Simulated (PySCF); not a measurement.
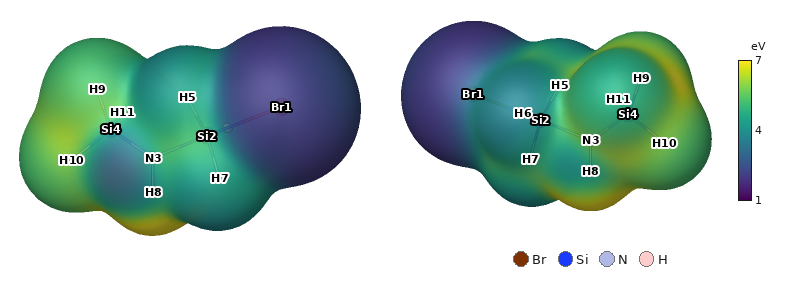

Figure. BrH$_{7}$NSi$_{2}$, charge −1, SMILES `[Br-].[SiH3]N[SiH3]`. Average local ionisation energy on the surface of electron density 0.001 a.u. (back view left, front view right).

Computed with PySCF, TPSS/def2-SVPD, geometry: an unrelaxed start of a pair search.

Geometry (Å), atoms numbered from 1:

```
Br1     -2.2216    0.1286   -0.0009
Si2      0.2449   -0.3210    0.0093
N3       2.0204   -0.7058   -0.0789
Si4      3.3105    0.3812    0.0072
H5       0.3236    0.6974   -1.0335
H6       0.2117    0.1183    1.4130
H7      -0.1436   -1.7109   -0.2638
H8       2.2346   -1.6488    0.2010
H9       3.1700    1.3989   -1.0419
H10      4.5637   -0.3724   -0.2078
H11      3.4784    1.1131    1.2861
```

### Where are the most loosely bound electrons on this surface?

The lowest value is 2.0 eV, 2.4 Å from Br1. Further minima include 2.8 eV, off the N3–H8 bond (2.1 to 2.3 Å from its atoms); 3.7 eV, 1.5 Å from H6; 3.8 eV, 1.5 Å from H7. For comparison, the highest occupied orbital lies at −1.2 eV.

### What volume does the surface enclose?

About 166 Å³.

The PySCF run took 55 s on 1 thread of Arm Neoverse V2, with other jobs on the host, peak memory 0.63 GiB.
